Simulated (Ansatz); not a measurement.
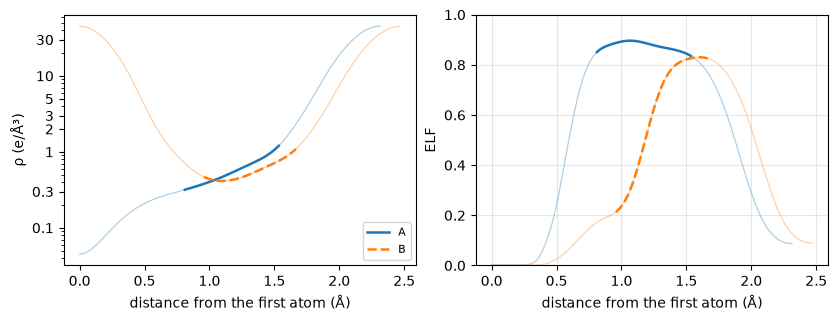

Figure 1: BeZn₅Se₆. Valence pseudo-density and ELF along straight lines between neighbouring atoms. Thin, pale parts lie inside the atomic spheres.

Space group P-4m2; a structure generated by program, which may or may not match a known phase.

Theory: DFT PBE, scalar-relativistic, plane waves, PAW (Ansatz).

Core electrons are frozen (PAW), and the valence fields are smoothed inside the atomic spheres.

### Which curve belongs to which contact (Be–Se and Zn–Se)? The first atom named is at distance zero.

Curve A: Be–Se (2.31 Å): ρ is about 0.52 e/Å³ halfway; the ELF peaks at about 0.90 between the atoms; a polar covalent bond. Curve B: Zn–Se (2.47 Å): ρ at the midpoint is about 0.45 e/Å³; the ELF is about 0.60 at the midpoint.
